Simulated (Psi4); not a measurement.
**AlCNClOF (SMILES O=C=[N][Al]([F])[Cl]): CAM-B3LYP/cc-pVDZ**

Aim: the vertical singlet–triplet gap of AlCNClOF at CAM-B3LYP/cc-pVDZ, from 2 runs. The job is set up through a QCSchema input.

The results are computed with Psi4 1.11.

1 further run of the same task is left out (set aside as unsound or not needed). Runs told in other sessions of the task aren't counted.

### Step 1. The system as given

The species is AlCNClOF (6 atoms), meant as a singlet with charge 0. As SMILES, `O=C=[N][Al]([F])[Cl]`. Geometry: relaxed at PBE0-D4/def2-TZVP. This is one conformer, not always the lowest.

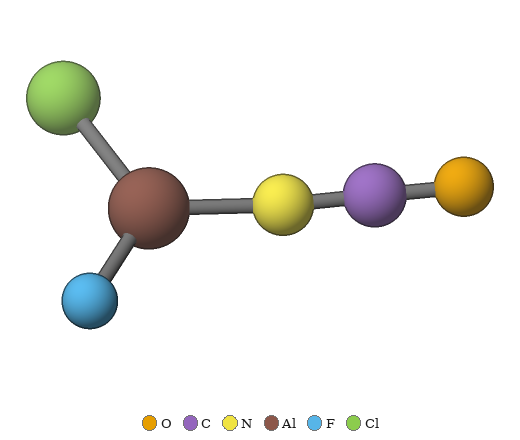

The structure, seen from a chosen angle (oxygen amber, carbon purple, nitrogen yellow, aluminium brown, fluorine blue, chlorine green).

### Step 2. A single-point energy at CAM-B3LYP/cc-pVDZ

Input file input.json:

```json
{
 "schema_name": "qcschema_input",
 "schema_version": 1,
 "molecule": {
  "schema_name": "qcschema_molecule",
  "schema_version": 2,
  "symbols": ["O", "C", "N", "Al", "F", "Cl"],
  "geometry": [-3.26166729, -0.56937448, 4.44822632, -1.95492168, -0.46241598, 2.68643466, -0.60735798, -0.37095324, 0.87267552, 1.31298171, 0.06254993, -1.76387036, 2.60631027, -2.39655067, -3.10368619, 1.98421243, 3.61580197, -3.22727428],
  "molecular_charge": 0,
  "molecular_multiplicity": 1,
  "fix_symmetry": "c1",
  "fix_com": true,
  "fix_orientation": true
 },
 "driver": "energy",
 "model": {
  "method": "cam-b3lyp",
  "basis": "cc-pVDZ"
 },
 "keywords": {
  "puream": true,
  "e_convergence": 1e-09,
  "d_convergence": 1e-08,
  "scf_type": "pk",
  "dft_radial_points": 99,
  "dft_spherical_points": 590,
  "scf_properties": ["QUADRUPOLE", "MULLIKEN_CHARGES", "DIPOLE"]
 }
}
```

On the command line:

```bash
$ psi4 --qcschema input.json -n 1 --memory 2200MB
```

stdout, cut to the lines that bear on the results:

```text
[...]
  Running in c1 symmetry.
[...]
  Nuclear repulsion =  298.716656658185684
[...]
  Multiplicity = 1
[...]
  Nalpha       = 30
  Nbeta        = 30
[...]
    Number of basis functions: 92
[...]
   @RKS iter   1:  -970.43433329545269   -6.54541e-01   8.96708e-03 DIIS/ADIIS
[...]
   @RKS iter  13:  -970.69353817509216   -1.25056e-12   5.51703e-09 DIIS
[...]
    Orbital Energies [Eh]
    ---------------------
    Doubly Occupied:
       1A   -101.622001     2A    -56.221859     3A    -24.762167
       4A    -19.276095     5A    -14.426615     6A    -10.422357
       7A     -9.543000     8A     -7.303152     9A     -7.298699
      10A     -7.297882    11A     -4.305569    12A     -2.861102
      13A     -2.857917    14A     -2.856960    15A     -1.251849
      16A     -1.205515    17A     -1.026392    18A     -0.916694
      19A     -0.653766    20A     -0.584673    21A     -0.550723
      22A     -0.550209    23A     -0.543979    24A     -0.503161
      25A     -0.501164    26A     -0.471002    27A     -0.419338
      28A     -0.414690    29A     -0.384725    30A     -0.378296
[...]
  @RKS Final Energy:  -970.69353817509216
   => Energetics <=
    Nuclear Repulsion Energy =            298.7166566581856841
    One-Electron Energy =               -1935.1892176068495246
    Two-Electron Energy =                 724.9161154623601533
    DFT Exchange-Correlation Energy =     -59.1370926887884707
    Empirical Dispersion Energy =           0.0000000000000000
    VV10 Nonlocal Energy =                  0.0000000000000000
    Total Energy =                       -970.6935381750921579
[...]
 Multipole Moments:
 ------------------------------------------------------------------------------------
     Multipole            Electronic (a.u.)      Nuclear  (a.u.)        Total (a.u.)
 ------------------------------------------------------------------------------------
 L = 1.  Multiply by 2.5417464519 to convert [e a0] to [Debye]
 Dipole X            :        -32.1339928           32.1827917            0.0487990
 Dipole Y            :        -30.6341670           30.7866622            0.1524951
 Dipole Z            :         47.8258406          -47.9140060           -0.0881654
 Magnitude           :                                                    0.1827819
 L = 2.  Multiply by 1.3450342976 to convert [e a0^2] to [Debye ang]
 Quadrupole XX       :       -295.0336508          261.0976208          -33.9360300
 Quadrupole XY       :        -87.9081542           88.6769979            0.7688437
[...]
  Mulliken Charges: (a.u.)
   Center  Symbol    Alpha    Beta     Spin     Total
       1     O     4.06623  4.06623  0.00000 -0.13246
       2     C     2.90530  2.90530  0.00000  0.18940
       3     N     3.62729  3.62729  0.00000 -0.25458
       4    AL     6.14440  6.14440  0.00000  0.71120
       5     F     4.67876  4.67876  0.00000 -0.35753
       6    CL     8.57802  8.57802  0.00000 -0.15603
   Total alpha = 30.00000, Total beta = 30.00000, Total charge = -0.00000
[...]
```

The result, in JSON:

```text
{
 "driver": "energy",
 "model": {
  "method": "cam-b3lyp",
  "basis": "cc-pVDZ"
 },
 "success": true,
 "return_result": -970.6935381750922,
 "properties": {
  "calcinfo_nbasis": 92,
  "calcinfo_nmo": 92,
  "calcinfo_nalpha": 30,
  "calcinfo_nbeta": 30,
  "calcinfo_natom": 6,
  "nuclear_repulsion_energy": 298.7166566581857,
  "return_energy": -970.6935381750922,
  "scf_one_electron_energy": -1935.1892176068495,
  "scf_two_electron_energy": 724.9161154623602,
  "scf_xc_energy": -59.13709268878847,
  "scf_dipole_moment": [0.04879895896462472, 0.15249513283361082, -0.08816535637833312],
  "scf_total_energy": -970.6935381750922,
  "scf_iterations": 13
 }
}
```

It took 45 s on 1 thread of Intel Xeon Platinum 8259CL at 2.50GHz (Skylake/Cascade Lake), shared host; peak memory 1.2 GiB.

### Step 3. The triplet: energy and gradient at UCAM-B3LYP/cc-pVDZ

Input file job.json:

```json
{
 "schema_name": "qcschema_input",
 "schema_version": 1,
 "molecule": {
  "schema_name": "qcschema_molecule",
  "schema_version": 2,
  "symbols": ["O", "C", "N", "Al", "F", "Cl"],
  "geometry": [-3.26166729, -0.56937448, 4.44822632, -1.95492168, -0.46241598, 2.68643466, -0.60735798, -0.37095324, 0.87267552, 1.31298171, 0.06254993, -1.76387036, 2.60631027, -2.39655067, -3.10368619, 1.98421243, 3.61580197, -3.22727428],
  "molecular_charge": 0,
  "molecular_multiplicity": 3,
  "fix_symmetry": "c1"
 },
 "driver": "gradient",
 "model": {
  "method": "cam-b3lyp",
  "basis": "cc-pVDZ"
 },
 "keywords": {
  "reference": "uks",
  "puream": true,
  "e_convergence": 1e-09,
  "d_convergence": 1e-08,
  "scf_type": "pk",
  "dft_radial_points": 99,
  "dft_spherical_points": 590,
  "maxiter": 100,
  "scf_properties": ["WIBERG_LOWDIN_INDICES", "MAYER_INDICES", "LOWDIN_CHARGES"]
 }
}
```

On the command line:

```bash
$ psi4 --qcschema job.json -n 1 --memory 2200MB
```

stdout, cut to the lines that bear on the results:

```text
[...]
  Running in c1 symmetry.
[...]
  Nuclear repulsion =  298.716656658185627
[...]
  Multiplicity = 3
[...]
  Nalpha       = 31
  Nbeta        = 29
[...]
    Number of basis functions: 92
[...]
   @UKS iter   1:  -970.00618229326187   -2.26390e-01   9.63943e-03 DIIS/ADIIS
[...]
   @UKS iter  29:  -970.45535620714327   -1.72804e-11   7.61777e-09 DIIS
[...]
   @S^2 Observed:                2.024663766E+00
[...]
  @UKS Final Energy:  -970.45535620714327
   => Energetics <=
    Nuclear Repulsion Energy =            298.7166566581856273
    One-Electron Energy =               -1934.7237913301376011
    Two-Electron Energy =                 724.6708673487535179
    DFT Exchange-Correlation Energy =     -59.1190888839448121
    Empirical Dispersion Energy =           0.0000000000000000
    VV10 Nonlocal Energy =                  0.0000000000000000
    Total Energy =                       -970.4553562071432680
  UHF NO Occupations:
  HONO-2 :   29  A 1.9905906
  HONO-1 :   30  A 1.0000000
[...]
 Multipole Moments:
 ------------------------------------------------------------------------------------
     Multipole            Electronic (a.u.)      Nuclear  (a.u.)        Total (a.u.)
 ------------------------------------------------------------------------------------
 L = 1.  Multiply by 2.5417464519 to convert [e a0] to [Debye]
 Dipole X            :          1.3835777           -2.0728114           -0.6892336
 Dipole Y            :         -0.2047859            0.1651548           -0.0396311
 Dipole Z            :         -1.8178294            2.7443706            0.9265412
 Magnitude           :                                                    1.1554619
[...]
  -Total Gradient:
     Atom            X                  Y                   Z
    ------   -----------------  -----------------  -----------------
       1        0.054875206914     0.004223601172    -0.074001522340
       2        0.004055486250     0.002065555252    -0.005683203782
       3       -0.035840751458    -0.003707197345     0.048476499365
       4       -0.010619250915    -0.015094373092     0.016446596987
       5       -0.012241211332     0.029611342077     0.011705929009
       6       -0.000252037328    -0.017096505821     0.003085487121
[...]
```

The result, in JSON:

```text
{
 "driver": "gradient",
 "model": {
  "method": "cam-b3lyp",
  "basis": "cc-pVDZ"
 },
 "success": true,
 "return_result": [0.054875206914044905, 0.004223601171834613, -0.07400152234034563, 0.004055486249858825, 0.0020655552523381037, -0.00568320378213584, -0.03584075145817259, -0.0037071973453584933, 0.048476499364934755, -0.01061925091471641, -0.015094373091970672, 0.016446596987172445, -0.012241211332388077, 0.029611342076749994, 0.011705929009424833, -0.000252037327610595, -0.017096505820889007, 0.0030854871208303228],
 "properties": {
  "calcinfo_nbasis": 92,
  "calcinfo_nmo": 92,
  "calcinfo_nalpha": 31,
  "calcinfo_nbeta": 29,
  "calcinfo_natom": 6,
  "nuclear_repulsion_energy": 298.7166566581856,
  "return_energy": -970.4553562071433,
  "return_gradient": [0.054875206914044905, 0.004223601171834613, -0.07400152234034563, 0.004055486249858825, 0.0020655552523381037, -0.00568320378213584, -0.03584075145817259, -0.0037071973453584933, 0.048476499364934755, -0.01061925091471641, -0.015094373091970672, 0.016446596987172445, -0.012241211332388077, 0.029611342076749994, 0.011705929009424833, -0.000252037327610595, -0.017096505820889007, 0.0030854871208303228],
  "scf_one_electron_energy": -1934.7237913301376,
  "scf_two_electron_energy": 724.6708673487535,
  "scf_xc_energy": -59.11908888394481,
  "scf_dipole_moment": [-0.6892336347107457, -0.03963105329230254, 0.9265411525870879],
  "scf_total_energy": -970.4553562071433,
  "scf_total_gradient": [0.054875206914044905, 0.004223601171834613, -0.07400152234034563, 0.004055486249858825, 0.0020655552523381037, -0.00568320378213584, -0.03584075145817259, -0.0037071973453584933, 0.048476499364934755, -0.01061925091471641, -0.015094373091970672, 0.016446596987172445, -0.012241211332388077, 0.029611342076749994, 0.011705929009424833, -0.000252037327610595, -0.017096505820889007, 0.0030854871208303228],
  "scf_iterations": 29
 }
}
```

It took 2.7 min on 1 thread of Intel Xeon Platinum 8259CL at 2.50GHz (Skylake/Cascade Lake), shared host; peak memory 1.2 GiB.

### Step 4. Outcome

Level: CAM-B3LYP/cc-pVDZ.

| quantity | value |
| --- | --- |
| singlet: total energy | -970.69354 Eh |
| singlet: dipole moment | 0.46 D |
| singlet: HOMO energy | -10.29 eV |
| singlet: LUMO energy | -0.01 eV |
| singlet: HOMO–LUMO gap | 10.28 eV |
| triplet: total energy | -970.45536 Eh |
| triplet: dipole moment | 2.94 D |
| triplet: HOMO energy (highest over α and β) | -4.04 eV |
| triplet: ⟨S²⟩ | 2.025 |
| triplet: largest force on an atom | 4.742 eV/Å |
| vertical energy of the triplet above the singlet | 6.481 eV |

**Reading.** At this shape the triplet lies 6.48 eV (149 kcal/mol) above the singlet.
